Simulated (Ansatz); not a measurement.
**CHAlP (quartet): wB97M-V, HSE06, B2PLYP, RPA-PBE over vertical spin and charge gaps and displaced geometries, cc-pVDZ, part 1 of 2**

How well do these functionals follow the top wave-function level for CHAlP (quartet) over vertical spin and charge gaps and displaced geometries?

Program: Ansatz 0.2.0, Gaussian basis. Level of theory: cc-pVDZ, all electrons in the functionals, frozen cores in the correlation of double hybrids and RPA. These are calculated values, not measurements.

To be run: wB97M-V, HSE06, B2PLYP, RPA-PBE, at charge 0, quartet; charge 0, doublet; charge 0, sextet; charge 1, triplet; charge 1, quintet; displaced geometry v1; displaced geometry v2 (not every functional at every point).

25 further runs of the same task are left out: 8 that didn't finish, 17 set aside as unsound or not needed.

### 1 The system

The geometry is a PBE0/def2-TZVP stationary point (not a proven minimum).

4 atoms, charge 0, spin multiplicity 4.

Atoms are counted from 1 here; the program's logs count them from 0.

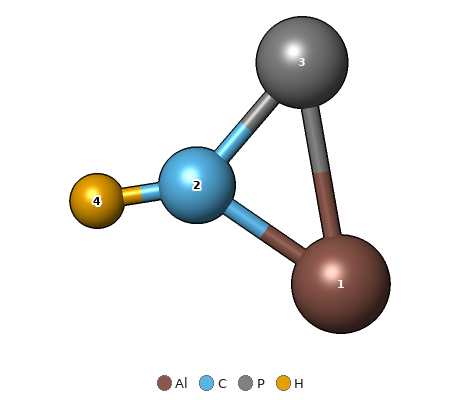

The geometry (aluminium brown, carbon blue, phosphorus grey, hydrogen amber); atoms are numbered from 1 in the order of the file.

Coordinates:

```
Al    0.0000   -0.2534    1.2968
C     0.0000    1.0761   -0.0199
P     0.0000   -0.2668   -1.1206
H     0.0000    2.1582   -0.0415
```

No dispersion term is added; wB97M-V holds VV10 nonlocal correlation. HSE06 is the plane-wave form.

The geometry shown and the zero of energy belong to the point charge 0, quartet. The yardstick, RCCSDT(Q), and other wave-function levels (R restricted, U unrestricted, valence and pair active spaces) come from earlier runs.

### 2 wB97M-V, charge 0, quartet

in.yaml

```yaml
crystal:
  periodic: [false, false, false]
  atoms:
    - {symbol: Al, position_ang: [0.000000, -0.253363, 1.296835]}
    - {symbol: C, position_ang: [0.000000, 1.076140, -0.019890]}
    - {symbol: P, position_ang: [0.000000, -0.266821, -1.120624]}
    - {symbol: H, position_ang: [0.000000, 2.158231, -0.041450]}
basis:
  gaussian: {orbitals: cc-pVDZ}
magnetization: {spin_polarized: true, initial_magnetization: 3}
hamiltonian: {xc: {name: wB97M-V}}
output: {forces: true, orbitals: {seedname: orbitals}}
```

Started as:

```sh
> ansatz run in.yaml --threads 1 --pin off --events-out ev --progress --plain --max-ram 2393MiB
```

What it wrote, shortened:

```text
Functional definition: wB97M-V
  name "wB97M-V"
  cite "Mardirossian & Head-Gordon, J. Chem. Phys. 144, 214110 (2016) doi:10.1063/1.4952647"
  cite "Becke, J. Chem. Phys. 107, 8554 (1997) doi:10.1063/1.475007"
  cite "Vydrov & Van Voorhis, J. Chem. Phys. 133, 244103 (2010) doi:10.1063/1.3521275"
  # Of w^i u^j: cxij and so on, Table III.
[...]
  gx(w, u) = 1 - cx + cx01*u + cx10*w
  gss(w, u) = css00 + css04*u^4 + css10*w + css20*w^2 + css43*w^4*u^3
  gos(w, u) = cos00 + cos10*w + (cos20 + cos21*u)*w^2 + (cos60 + cos61*u)*w^6
[...]
      + integral(e_c_pw_mod_opposite_spin*gos(b97_w_opposite, b97_u_opposite)) + vv10(b, c)
551 factors; integrals over basis functions are off by at most 9.8e-4 eV
176 factors; integrals over basis functions are off by at most 1.4e-5 eV
[...]
mean field -16933.27630536 eV, -622.2864264349 hartree, gradient 6.2e-5 eV, S^2 3.757809; 3 other end points of the search recorded, 0 dependent functions left out
[...]
reference -16933.27633984 eV, -622.2864277022 hartree; 19, 16 occupied and 36, 39 virtual orbitals, 551 factors
Total energy: -16933.27633984 eV, -622.2864277022 hartree
Atom 0 at     0.000000    -0.253363     1.296835 Å, force    -0.000000    -0.191954     0.445954 eV/Å
Atom 1 at     0.000000     1.076140    -0.019890 Å, force    -0.000000     0.374124     0.274416 eV/Å
Atom 2 at     0.000000    -0.266821    -1.120624 Å, force     0.000000    -0.534010    -0.700968 eV/Å
Atom 3 at     0.000000     2.158231    -0.041450 Å, force    -0.000000     0.351840    -0.019402 eV/Å
Dipole moment:     0.000000    -0.042246     0.534050 e Å
```

Wall time 23 s (1 thread of Intel Xeon at 2.50GHz, shared host).

From the report: ⟨S²⟩ of the determinant 3.758 (pure quartet: 3.75).

### 3 wB97M-V, charge 0, doublet

in.yaml, as its differences from that of step 2:

```diff
@@ -9,3 +9,3 @@
   gaussian: {orbitals: cc-pVDZ}
-magnetization: {spin_polarized: true, initial_magnetization: 3}
+magnetization: {spin_polarized: true, initial_magnetization: 1}
 hamiltonian: {xc: {name: wB97M-V}}
```

Launched as before.

What it wrote, shortened:

```text
Functional definition: wB97M-V
  name "wB97M-V"
  cite "Mardirossian & Head-Gordon, J. Chem. Phys. 144, 214110 (2016) doi:10.1063/1.4952647"
  cite "Becke, J. Chem. Phys. 107, 8554 (1997) doi:10.1063/1.475007"
  cite "Vydrov & Van Voorhis, J. Chem. Phys. 133, 244103 (2010) doi:10.1063/1.3521275"
  # Of w^i u^j: cxij and so on, Table III.
[...]
  gx(w, u) = 1 - cx + cx01*u + cx10*w
  gss(w, u) = css00 + css04*u^4 + css10*w + css20*w^2 + css43*w^4*u^3
  gos(w, u) = cos00 + cos10*w + (cos20 + cos21*u)*w^2 + (cos60 + cos61*u)*w^6
[...]
      + integral(e_c_pw_mod_opposite_spin*gos(b97_w_opposite, b97_u_opposite)) + vv10(b, c)
551 factors; integrals over basis functions are off by at most 9.8e-4 eV
176 factors; integrals over basis functions are off by at most 1.4e-5 eV
[...]
mean field -16934.85160027 eV, -622.3443174552 hartree, gradient 7.6e-6 eV, S^2 0.765723; 2 other end points of the search recorded, 0 dependent functions left out
[...]
reference -16934.85163498 eV, -622.3443187306 hartree; 18, 17 occupied and 37, 38 virtual orbitals, 551 factors
Total energy: -16934.85163498 eV, -622.3443187306 hartree
Atom 0 at     0.000000    -0.253363     1.296835 Å, force    -0.000000    -1.622676     1.765560 eV/Å
Atom 1 at     0.000000     1.076140    -0.019890 Å, force     0.000000    -0.835514    -1.740573 eV/Å
Atom 2 at     0.000000    -0.266821    -1.120624 Å, force     0.000000     1.960322     0.796185 eV/Å
Atom 3 at     0.000000     2.158231    -0.041450 Å, force    -0.000000     0.497868    -0.821171 eV/Å
Dipole moment:     0.000000     0.299417    -0.127608 e Å
```

Wall time 32 s (1 thread of Intel Xeon at 2.50GHz, shared host); peak memory 0.25 GiB.

From the report: ⟨S²⟩ of the determinant 0.766 (pure doublet: 0.75).

From charge 0, quartet: -152.0 kJ/mol.

### 4 wB97M-V, charge 0, sextet

in.yaml, as its differences from that of step 3:

```diff
@@ -9,4 +9,4 @@
   gaussian: {orbitals: cc-pVDZ}
-magnetization: {spin_polarized: true, initial_magnetization: 1}
+magnetization: {spin_polarized: true, initial_magnetization: 5}
 hamiltonian: {xc: {name: wB97M-V}}
-output: {forces: true, orbitals: {seedname: orbitals}}
+output: {orbitals: {seedname: orbitals}}
```

Launched as before.

What it wrote, shortened:

```text
Functional definition: wB97M-V
  name "wB97M-V"
  cite "Mardirossian & Head-Gordon, J. Chem. Phys. 144, 214110 (2016) doi:10.1063/1.4952647"
  cite "Becke, J. Chem. Phys. 107, 8554 (1997) doi:10.1063/1.475007"
  cite "Vydrov & Van Voorhis, J. Chem. Phys. 133, 244103 (2010) doi:10.1063/1.3521275"
  # Of w^i u^j: cxij and so on, Table III.
[...]
  gx(w, u) = 1 - cx + cx01*u + cx10*w
  gss(w, u) = css00 + css04*u^4 + css10*w + css20*w^2 + css43*w^4*u^3
  gos(w, u) = cos00 + cos10*w + (cos20 + cos21*u)*w^2 + (cos60 + cos61*u)*w^6
[...]
      + integral(e_c_pw_mod_opposite_spin*gos(b97_w_opposite, b97_u_opposite)) + vv10(b, c)
551 factors; integrals over basis functions are off by at most 9.8e-4 eV
176 factors; integrals over basis functions are off by at most 1.4e-5 eV
[...]
mean field -16929.39652101 eV, -622.1438469902 hartree, gradient 4.0e-5 eV, S^2 8.755848; 2 other end points of the search recorded, 0 dependent functions left out
reference -16929.39655373 eV, -622.1438481923 hartree; 20, 15 occupied and 35, 40 virtual orbitals, 551 factors
Total energy: -16929.39655373 eV, -622.1438481923 hartree
```

Wall time 18 s (1 thread of Intel Xeon at 2.50GHz, shared host).

From the report: ⟨S²⟩ of the determinant 8.756 (pure sextet: 8.75).

From charge 0, quartet: +374.3 kJ/mol.

### 5 wB97M-V, charge 1, triplet

in.yaml, as its differences from that of step 4:

```diff
@@ -9,3 +9,4 @@
   gaussian: {orbitals: cc-pVDZ}
-magnetization: {spin_polarized: true, initial_magnetization: 5}
+total_charge: 1
+magnetization: {spin_polarized: true, initial_magnetization: 2}
 hamiltonian: {xc: {name: wB97M-V}}
```

Same command.

What it wrote, shortened:

```text
Functional definition: wB97M-V
  name "wB97M-V"
  cite "Mardirossian & Head-Gordon, J. Chem. Phys. 144, 214110 (2016) doi:10.1063/1.4952647"
  cite "Becke, J. Chem. Phys. 107, 8554 (1997) doi:10.1063/1.475007"
  cite "Vydrov & Van Voorhis, J. Chem. Phys. 133, 244103 (2010) doi:10.1063/1.3521275"
  # Of w^i u^j: cxij and so on, Table III.
[...]
  gx(w, u) = 1 - cx + cx01*u + cx10*w
  gss(w, u) = css00 + css04*u^4 + css10*w + css20*w^2 + css43*w^4*u^3
  gos(w, u) = cos00 + cos10*w + (cos20 + cos21*u)*w^2 + (cos60 + cos61*u)*w^6
[...]
      + integral(e_c_pw_mod_opposite_spin*gos(b97_w_opposite, b97_u_opposite)) + vv10(b, c)
551 factors; integrals over basis functions are off by at most 9.8e-4 eV
176 factors; integrals over basis functions are off by at most 1.4e-5 eV
[...]
mean field -16927.33349533 eV, -622.0680321946 hartree, gradient 6.3e-5 eV, S^2 2.004149; 0 other end points of the search recorded, 0 dependent functions left out
reference -16927.33353135 eV, -622.0680335183 hartree; 18, 16 occupied and 37, 39 virtual orbitals, 551 factors
Total energy: -16927.33353135 eV, -622.0680335183 hartree
```

Wall time 16 s (1 thread of Intel Xeon at 2.50GHz, shared host).

From the report: ⟨S²⟩ of the determinant 2.004 (pure triplet: 2.00).

From charge 0, quartet: +573.4 kJ/mol.

### 6 wB97M-V, charge 1, quintet

in.yaml, as its differences from that of step 5:

```diff
@@ -10,3 +10,3 @@
 total_charge: 1
-magnetization: {spin_polarized: true, initial_magnetization: 2}
+magnetization: {spin_polarized: true, initial_magnetization: 4}
 hamiltonian: {xc: {name: wB97M-V}}
```

Same command.

What it wrote, shortened:

```text
Functional definition: wB97M-V
  name "wB97M-V"
  cite "Mardirossian & Head-Gordon, J. Chem. Phys. 144, 214110 (2016) doi:10.1063/1.4952647"
  cite "Becke, J. Chem. Phys. 107, 8554 (1997) doi:10.1063/1.475007"
  cite "Vydrov & Van Voorhis, J. Chem. Phys. 133, 244103 (2010) doi:10.1063/1.3521275"
  # Of w^i u^j: cxij and so on, Table III.
[...]
  gx(w, u) = 1 - cx + cx01*u + cx10*w
  gss(w, u) = css00 + css04*u^4 + css10*w + css20*w^2 + css43*w^4*u^3
  gos(w, u) = cos00 + cos10*w + (cos20 + cos21*u)*w^2 + (cos60 + cos61*u)*w^6
[...]
      + integral(e_c_pw_mod_opposite_spin*gos(b97_w_opposite, b97_u_opposite)) + vv10(b, c)
551 factors; integrals over basis functions are off by at most 9.8e-4 eV
176 factors; integrals over basis functions are off by at most 1.4e-5 eV
[...]
mean field -16924.32796954 eV, -621.9575811591 hartree, gradient 5.6e-5 eV, S^2 6.007153; 1 other end points of the search recorded, 0 dependent functions left out
reference -16924.32800495 eV, -621.9575824605 hartree; 19, 15 occupied and 36, 40 virtual orbitals, 551 factors
Total energy: -16924.32800495 eV, -621.9575824605 hartree
```

Run time: 14 s. Hardware: 1 thread of Intel Xeon at 2.50GHz, shared host.

From the report: ⟨S²⟩ of the determinant 6.007 (pure quintet: 6.00).

From charge 0, quartet: +863.4 kJ/mol.

### 7 wB97M-V, displaced geometry v1

in.yaml

```yaml
crystal:
  periodic: [false, false, false]
  atoms:
    - {symbol: Al, position_ang: [-0.019637, -0.269191, 1.322527]}
    - {symbol: C, position_ang: [-0.020470, 1.044170, -0.005351]}
    - {symbol: P, position_ang: [0.027494, -0.239481, -1.148698]}
    - {symbol: H, position_ang: [-0.075283, 2.122756, -0.039722]}
basis:
  gaussian: {orbitals: cc-pVDZ}
magnetization: {spin_polarized: true, initial_magnetization: 3}
hamiltonian: {xc: {name: wB97M-V}}
output: {orbitals: {seedname: orbitals}}
```

Same command.

What it wrote, shortened:

```text
Functional definition: wB97M-V
  name "wB97M-V"
  cite "Mardirossian & Head-Gordon, J. Chem. Phys. 144, 214110 (2016) doi:10.1063/1.4952647"
  cite "Becke, J. Chem. Phys. 107, 8554 (1997) doi:10.1063/1.475007"
  cite "Vydrov & Van Voorhis, J. Chem. Phys. 133, 244103 (2010) doi:10.1063/1.3521275"
  # Of w^i u^j: cxij and so on, Table III.
[...]
  gx(w, u) = 1 - cx + cx01*u + cx10*w
  gss(w, u) = css00 + css04*u^4 + css10*w + css20*w^2 + css43*w^4*u^3
  gos(w, u) = cos00 + cos10*w + (cos20 + cos21*u)*w^2 + (cos60 + cos61*u)*w^6
[...]
      + integral(e_c_pw_mod_opposite_spin*gos(b97_w_opposite, b97_u_opposite)) + vv10(b, c)
551 factors; integrals over basis functions are off by at most 1.0e-3 eV
176 factors; integrals over basis functions are off by at most 1.5e-5 eV
[...]
mean field -16933.26948791 eV, -622.2861758986 hartree, gradient 4.3e-5 eV, S^2 3.756655; 4 other end points of the search recorded, 0 dependent functions left out
reference -16933.26952227 eV, -622.2861771611 hartree; 19, 16 occupied and 36, 39 virtual orbitals, 551 factors
Total energy: -16933.26952227 eV, -622.2861771611 hartree
```

It took 22 s on 1 thread of Intel Xeon at 2.50GHz, shared host.

From the report: ⟨S²⟩ of the determinant 3.757 (pure quartet: 3.75).

From charge 0, quartet: +0.7 kJ/mol.

### 8 wB97M-V, displaced geometry v2

in.yaml

```yaml
crystal:
  periodic: [false, false, false]
  atoms:
    - {symbol: Al, position_ang: [0.066489, -0.243158, 1.293076]}
    - {symbol: C, position_ang: [-0.098385, 1.094719, -0.012055]}
    - {symbol: P, position_ang: [-0.021765, -0.280666, -1.120969]}
    - {symbol: H, position_ang: [0.061344, 2.089117, -0.023581]}
basis:
  gaussian: {orbitals: cc-pVDZ}
magnetization: {spin_polarized: true, initial_magnetization: 3}
hamiltonian: {xc: {name: wB97M-V}}
output: {orbitals: {seedname: orbitals}}
```

Same command.

What it wrote, shortened:

```text
Functional definition: wB97M-V
  name "wB97M-V"
  cite "Mardirossian & Head-Gordon, J. Chem. Phys. 144, 214110 (2016) doi:10.1063/1.4952647"
  cite "Becke, J. Chem. Phys. 107, 8554 (1997) doi:10.1063/1.475007"
  cite "Vydrov & Van Voorhis, J. Chem. Phys. 133, 244103 (2010) doi:10.1063/1.3521275"
  # Of w^i u^j: cxij and so on, Table III.
[...]
  gx(w, u) = 1 - cx + cx01*u + cx10*w
  gss(w, u) = css00 + css04*u^4 + css10*w + css20*w^2 + css43*w^4*u^3
  gos(w, u) = cos00 + cos10*w + (cos20 + cos21*u)*w^2 + (cos60 + cos61*u)*w^6
[...]
      + integral(e_c_pw_mod_opposite_spin*gos(b97_w_opposite, b97_u_opposite)) + vv10(b, c)
549 factors; integrals over basis functions are off by at most 1.4e-3 eV
176 factors; integrals over basis functions are off by at most 1.4e-5 eV
[...]
mean field -16933.13202302 eV, -622.2811241568 hartree, gradient 5.4e-5 eV, S^2 3.759527; 4 other end points of the search recorded, 0 dependent functions left out
reference -16933.13205756 eV, -622.2811254260 hartree; 19, 16 occupied and 36, 39 virtual orbitals, 549 factors
Total energy: -16933.13205756 eV, -622.2811254260 hartree
```

Run time: 22 s. Hardware: 1 thread of Intel Xeon at 2.50GHz, shared host.

From the report: ⟨S²⟩ of the determinant 3.760 (pure quartet: 3.75).

From charge 0, quartet: +13.9 kJ/mol.

### 9 HSE06, charge 0, quartet

in.yaml

```yaml
crystal:
  periodic: [false, false, false]
  atoms:
    - {symbol: Al, position_ang: [0.000000, -0.253363, 1.296835]}
    - {symbol: C, position_ang: [0.000000, 1.076140, -0.019890]}
    - {symbol: P, position_ang: [0.000000, -0.266821, -1.120624]}
    - {symbol: H, position_ang: [0.000000, 2.158231, -0.041450]}
basis:
  gaussian: {orbitals: cc-pVDZ}
magnetization: {spin_polarized: true, initial_magnetization: 3}
hamiltonian: {xc: {name: HSE06}}
```

The command is unchanged.

What it wrote, shortened:

```text
Functional definition: HSE06
  name "HSE06"
  cite "Heyd, Scuseria & Ernzerhof, J. Chem. Phys. 118, 8207 (2003) doi:10.1063/1.1564060"
  cite "Krukau, Vydrov, Izmaylov & Scuseria, J. Chem. Phys. 125, 224106 (2006) doi:10.1063/1.2404663"
  cite "Heyd & Scuseria, J. Chem. Phys. 120, 7274 (2004) doi:10.1063/1.1668634"
  cite "Ernzerhof & Perdew, J. Chem. Phys. 109, 3313 (1998) doi:10.1063/1.476928"
  cite "Perdew, Burke & Ernzerhof, Phys. Rev. Lett. 77, 3865 (1996) doi:10.1103/PhysRevLett.77.3865"
  parent pbe
[...]
  # The whole range is PBE's own exchange, as in plane waves. The composition of these papers is wPBEh.
[...]
551 factors; integrals over basis functions are off by at most 9.8e-4 eV
59 factors; integrals over basis functions are off by at most 6.5e-7 eV
[...]
mean field -16926.56538003 eV, -622.0398044782 hartree, gradient 2.5e-5 eV, S^2 3.757483; 2 other end points of the search recorded, 0 dependent functions left out
reference -16926.56541239 eV, -622.0398056672 hartree; 19, 16 occupied and 36, 39 virtual orbitals, 551 factors
Total energy: -16926.56541239 eV, -622.0398056672 hartree
```

Run time: 7 s. Hardware: 1 thread of Intel Xeon at 2.50GHz, shared host.

From the report: ⟨S²⟩ of the determinant 3.757 (pure quartet: 3.75).

### 10 HSE06, charge 1, quintet

in.yaml, as its differences from that of step 9:

```diff
@@ -9,3 +9,4 @@
   gaussian: {orbitals: cc-pVDZ}
-magnetization: {spin_polarized: true, initial_magnetization: 3}
+total_charge: 1
+magnetization: {spin_polarized: true, initial_magnetization: 4}
 hamiltonian: {xc: {name: HSE06}}
```

Launched as before.

What it wrote, shortened:

```text
Functional definition: HSE06
  name "HSE06"
  cite "Heyd, Scuseria & Ernzerhof, J. Chem. Phys. 118, 8207 (2003) doi:10.1063/1.1564060"
  cite "Krukau, Vydrov, Izmaylov & Scuseria, J. Chem. Phys. 125, 224106 (2006) doi:10.1063/1.2404663"
  cite "Heyd & Scuseria, J. Chem. Phys. 120, 7274 (2004) doi:10.1063/1.1668634"
  cite "Ernzerhof & Perdew, J. Chem. Phys. 109, 3313 (1998) doi:10.1063/1.476928"
  cite "Perdew, Burke & Ernzerhof, Phys. Rev. Lett. 77, 3865 (1996) doi:10.1103/PhysRevLett.77.3865"
  parent pbe
[...]
  # The whole range is PBE's own exchange, as in plane waves. The composition of these papers is wPBEh.
[...]
551 factors; integrals over basis functions are off by at most 9.8e-4 eV
59 factors; integrals over basis functions are off by at most 6.5e-7 eV
[...]
mean field -16917.57412890 eV, -621.7093820934 hartree, gradient 8.3e-5 eV, S^2 6.010519; 3 other end points of the search recorded, 0 dependent functions left out
reference -16917.57416405 eV, -621.7093833852 hartree; 19, 15 occupied and 36, 40 virtual orbitals, 551 factors
Total energy: -16917.57416405 eV, -621.7093833852 hartree
```

Run time: 10 s. Hardware: 1 thread of Intel Xeon at 2.50GHz, shared host.

From the report: ⟨S²⟩ of the determinant 6.011 (pure quintet: 6.00).

From charge 0, quartet: +867.5 kJ/mol.

### 11 B2PLYP, charge 0, quartet

in.yaml, as its differences from that of step 10:

```diff
@@ -9,4 +9,4 @@
   gaussian: {orbitals: cc-pVDZ}
-total_charge: 1
-magnetization: {spin_polarized: true, initial_magnetization: 4}
-hamiltonian: {xc: {name: HSE06}}
+magnetization: {spin_polarized: true, initial_magnetization: 3}
+hamiltonian: {xc: {name: B2PLYP}}
+correlation: {electrons: outside_noble_gas}
```

Launched as before.

What it wrote, shortened:

```text
Functional definition: B2PLYP
  name "B2PLYP"
  cite "Grimme, J. Chem. Phys. 124, 034108 (2006) doi:10.1063/1.2148954"
  cite "Becke, Phys. Rev. A 38, 3098 (1988) doi:10.1103/PhysRevA.38.3098"
  cite "Lee, Yang & Parr, Phys. Rev. B 37, 785 (1988) doi:10.1103/PhysRevB.37.785"
[...]
551 factors; integrals over basis functions are off by at most 9.8e-4 eV
[...]
mean field -16924.18711998 eV, -621.9524050332 hartree, gradient 5.1e-6 eV, S^2 3.773951; 8 other end points of the search recorded, 0 dependent functions left out
11 core orbitals not correlated: weight in the atoms' cores, before any rotation towards them, 1.000 or more for the frozen orbitals, at most 0.000 for the correlated occupied ones
reference -16924.18724632 eV, -621.9524096760 hartree; 8, 5 occupied and 36, 39 virtual orbitals, 551 factors
second order -9.49767875 eV of doubles, -0.00000000 eV of singles
Total energy: -16926.75161958 eV, -622.0466486553 hartree
```

Wall time 12 s (1 thread of Intel Xeon at 2.50GHz, shared host).

From the report: ⟨S²⟩ of the determinant 3.774 (pure quartet: 3.75).

### 12 B2PLYP, charge 0, doublet

in.yaml, as its differences from that of step 11:

```diff
@@ -9,3 +9,3 @@
   gaussian: {orbitals: cc-pVDZ}
-magnetization: {spin_polarized: true, initial_magnetization: 3}
+magnetization: {spin_polarized: true, initial_magnetization: 1}
 hamiltonian: {xc: {name: B2PLYP}}
```

Same command.

What it wrote, shortened:

```text
Functional definition: B2PLYP
  name "B2PLYP"
  cite "Grimme, J. Chem. Phys. 124, 034108 (2006) doi:10.1063/1.2148954"
  cite "Becke, Phys. Rev. A 38, 3098 (1988) doi:10.1103/PhysRevA.38.3098"
  cite "Lee, Yang & Parr, Phys. Rev. B 37, 785 (1988) doi:10.1103/PhysRevB.37.785"
[...]
551 factors; integrals over basis functions are off by at most 9.8e-4 eV
[...]
mean field -16925.55807632 eV, -622.0027867495 hartree, gradient 4.0e-6 eV, S^2 0.819282; 7 other end points of the search recorded, 0 dependent functions left out
11 core orbitals not correlated: weight in the atoms' cores, before any rotation towards them, 1.000 or more for the frozen orbitals, at most 0.000 for the correlated occupied ones
reference -16925.55820484 eV, -622.0027914724 hartree; 7, 6 occupied and 37, 38 virtual orbitals, 551 factors
second order -9.87004375 eV of doubles, -0.00000000 eV of singles
Total energy: -16928.22311665 eV, -622.1007251751 hartree
```

Run time: 14 s. Hardware: 1 thread of Intel Xeon at 2.50GHz, shared host.

From the report: ⟨S²⟩ of the determinant 0.819 (pure doublet: 0.75).

From charge 0, quartet: -142.0 kJ/mol.

### 13 B2PLYP, charge 0, sextet

in.yaml, as its differences from that of step 12:

```diff
@@ -9,3 +9,3 @@
   gaussian: {orbitals: cc-pVDZ}
-magnetization: {spin_polarized: true, initial_magnetization: 1}
+magnetization: {spin_polarized: true, initial_magnetization: 5}
 hamiltonian: {xc: {name: B2PLYP}}
```

The command is unchanged.

What it wrote, shortened:

```text
Functional definition: B2PLYP
  name "B2PLYP"
  cite "Grimme, J. Chem. Phys. 124, 034108 (2006) doi:10.1063/1.2148954"
  cite "Becke, Phys. Rev. A 38, 3098 (1988) doi:10.1103/PhysRevA.38.3098"
  cite "Lee, Yang & Parr, Phys. Rev. B 37, 785 (1988) doi:10.1103/PhysRevB.37.785"
[...]
551 factors; integrals over basis functions are off by at most 9.8e-4 eV
[...]
mean field -16921.01922801 eV, -621.8359871506 hartree, gradient 5.7e-6 eV, S^2 8.766329; 2 other end points of the search recorded, 0 dependent functions left out
11 core orbitals not correlated: weight in the atoms' cores, before any rotation towards them, 1.000 or more for the frozen orbitals, at most 0.000 for the correlated occupied ones
reference -16921.01935659 eV, -621.8359918757 hartree; 9, 4 occupied and 35, 40 virtual orbitals, 551 factors
second order -7.42283944 eV of doubles, -0.00000000 eV of singles
Total energy: -16923.02352324 eV, -621.9096436416 hartree
```

Run time: 7.5 s. Hardware: 1 thread of Intel Xeon at 2.50GHz, shared host.

From the report: ⟨S²⟩ of the determinant 8.766 (pure sextet: 8.75).

From charge 0, quartet: +359.7 kJ/mol.

(Continued in part 2 of 2.)
